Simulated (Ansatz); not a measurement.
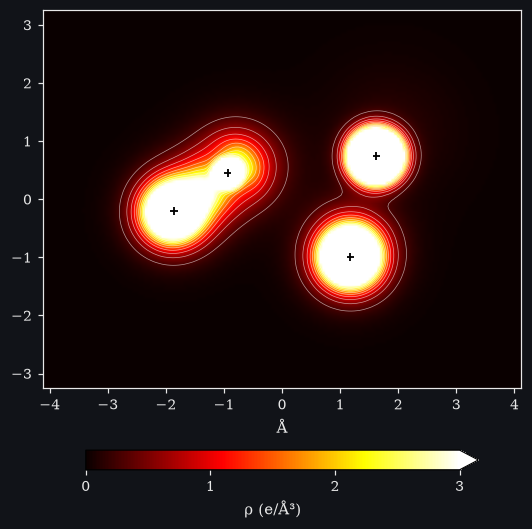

The total electron density on a plane through atoms (crosses mark nuclei in the plane).

These are results of Ansatz 0.2.0, isolated molecule in a Gaussian basis; Kohn-Sham density functional theory, functional PBE0, not measurements.

Candidates:
A. CFMgO (doublet)
B. F$_{2}$GeH$_{5}$N$_{2}$ (charge +1)
C. F$_{2}$H$_{2}$Si$_{3}$

Question: Which system is this?

Answer: Candidate A: CFMgO on the molecular plane, which holds C, F, Mg and O. C–O (1.13 Å): the density is about 4.2 e/Å³ at the midpoint. Mg–F (1.80 Å): the density is about 0.56 e/Å³ at the midpoint.
